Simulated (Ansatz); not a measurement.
# Single-point calculation, with input and output: C2H9InO2

- system: C2H9InO2
- method: RKS PBE0-D4/def2-TZVPP (Ansatz 0.2.0)

The geometry comes from this level: PBE0-D4/def2-TZVP.

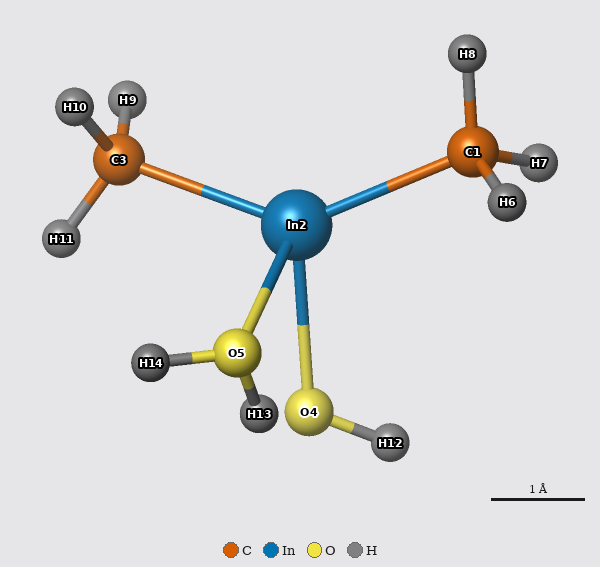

**Figure 1.** The structure (ball-and-stick view, seen at a tilt; atoms are numbered from 1 in the order of the input). Sticks mark near contacts. Bond lengths as drawn: C–H 1.09 Å, C–In 2.14 Å, H–O 0.96 to 1.00 Å and In–O 2.08 to 2.40 Å.

**Key numbers**

```tsv
quantity	value
outcome	converged
total energy	−11485.7176 eV
mean-field energy	−11485.5088 eV
dispersion energy	−0.2087 eV
SCF solution under orbital rotations	stable
HOMO	−7.22 eV
LUMO	−0.04 eV
hardware	4 threads of Arm Neoverse V1, 23 GiB of memory available, shared host
wall time	5.5 s (CPU time 21 s)
peak memory	0.86 GiB
```

**Input**
```yaml
crystal:
  periodic: [false, false, false]
  atoms:
    - {symbol: C, position_ang: [-1.836681, 1.249669, 0.427304]}
    - {symbol: In, position_ang: [-0.242199, -0.156877, 0.166321]}
    - {symbol: C, position_ang: [1.041324, -1.378053, 1.367790]}
    - {symbol: O, position_ang: [-0.178009, -0.870763, -1.787544]}
    - {symbol: O, position_ang: [1.394659, 1.018350, -1.136249]}
    - {symbol: H, position_ang: [-1.679514, 2.087422, -0.253740]}
    - {symbol: H, position_ang: [-2.792882, 0.780701, 0.188076]}
    - {symbol: H, position_ang: [-1.879550, 1.626304, 1.449493]}
    - {symbol: H, position_ang: [0.459085, -2.021827, 2.028758]}
    - {symbol: H, position_ang: [1.698734, -0.763256, 1.984809]}
    - {symbol: H, position_ang: [1.645512, -2.006768, 0.712597]}
    - {symbol: H, position_ang: [-0.969457, -0.748255, -2.313847]}
    - {symbol: H, position_ang: [1.005438, 0.365311, -1.784212]}
    - {symbol: H, position_ang: [2.320541, 0.788641, -1.020858]}
basis:
  gaussian: {orbitals: def2-TZVPP}
hamiltonian: {xc: pbe0, dispersion: d4}
output: {orbitals: {seedname: orbitals}}
```

Launched with:
```bash
ansatz run in.yaml --threads 4 --pin off --events-out ev --progress --plain --max-ram 11315MiB
```

**The program's output**
```
Functional definition: PBE0
  name "PBE0"
  cite "Adamo & Barone, J. Chem. Phys. 110, 6158 (1999) doi:10.1063/1.478522"
  cite "Perdew, Burke & Ernzerhof, Phys. Rev. Lett. 77, 3865 (1996) doi:10.1103/PhysRevLett.77.3865"
  parent pbe
  parameter a = 0.25
  parameter kappa = 0.804
  parameter beta = 0.06672455060314922
  exchange = (1 - a)*pbe_x(kappa = kappa, mu = beta*pi^2/3) + a*exact_x
  correlation = pbe_c(beta = beta)
1674 factors; their error is unknown
mean field evaluation 1: about -11466.4999 eV, gradient 1.0e2 eV
mean field evaluation 2: about -11444.6386 eV, gradient 1.4e2 eV
mean field evaluation 4: about -11485.3664 eV, gradient 7.1e0 eV
mean field evaluation 8: about -11485.4629 eV, gradient 1.7e-1 eV
mean field evaluation 16: about -11485.5088 eV, gradient 2.8e-4 eV
mean field -11485.50879423 eV, -422.0846630307 hartree, gradient 5.1e-5 eV, S^2 0.000000; 0 other end points of the search recorded, 0 dependent functions left out
reference -11485.50884476 eV, -422.0846648874 hartree; 29, 29 occupied and 271, 271 virtual orbitals, 1674 factors
Total energy: -11485.71758547 eV, -422.0923359669 hartree
```

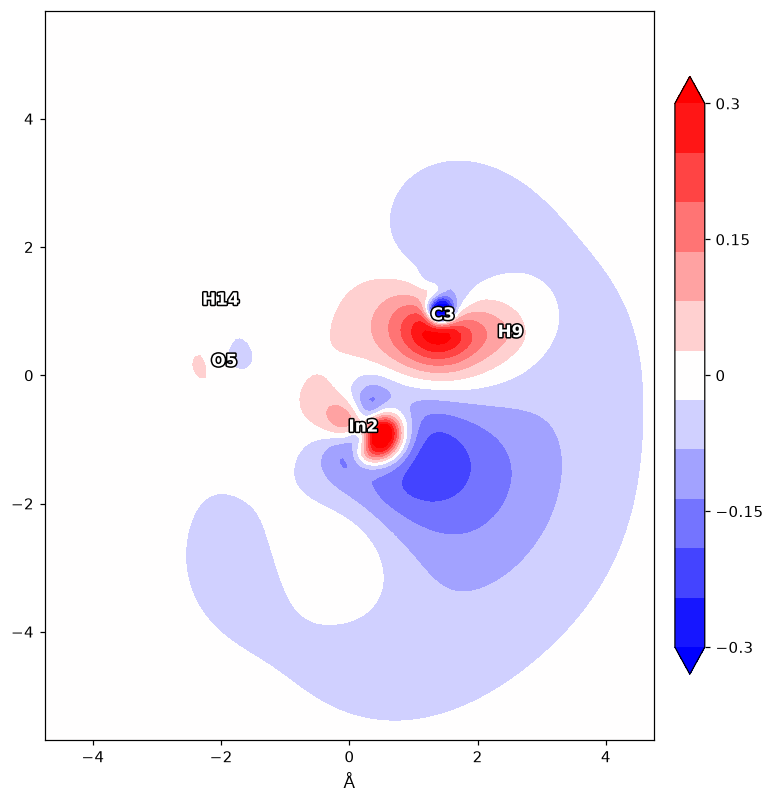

**Figure 2.** One frontier orbital on the plane of atoms In2, C3 and H9 (values in Å⁻³ᐟ²; the overall sign is arbitrary). The LUMO, at −0.04 eV. Its weight (Hirshfeld) is mainly on In2 (50 %), C1 (10 %) and C3 (10 %).

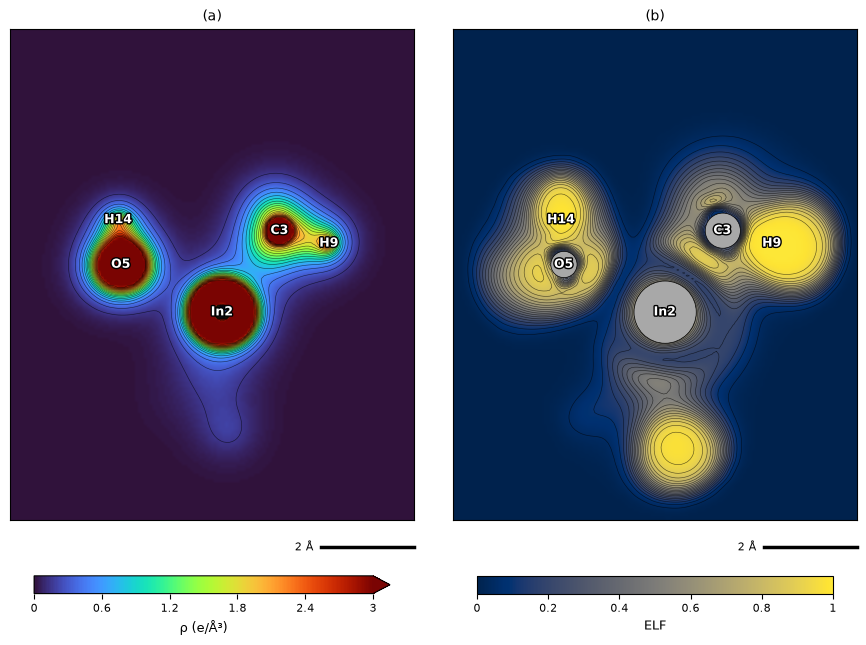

**Figure 3.** (a) electron density; (b) electron localisation function on the plane of atoms In2, C3 and H9. Grey discs, where drawn, cover atomic cores. The section cuts through In, C, O and H sites. In–O (2.40 Å): ρ is about 0.29 e/Å³ halfway; the ELF is about 0.10 at the midpoint (a largely ionic contact).

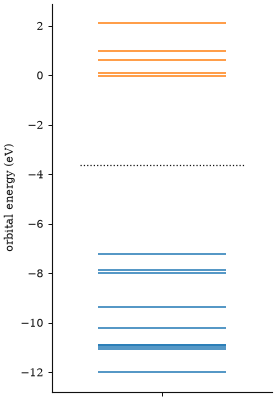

**Figure 4.** Orbital energies near the frontier; the dotted line parts filled from empty levels, and levels within 0.02 eV of each other stand side by side. Highest filled −7.22 eV, lowest empty −0.04 eV, 7.18 eV apart.
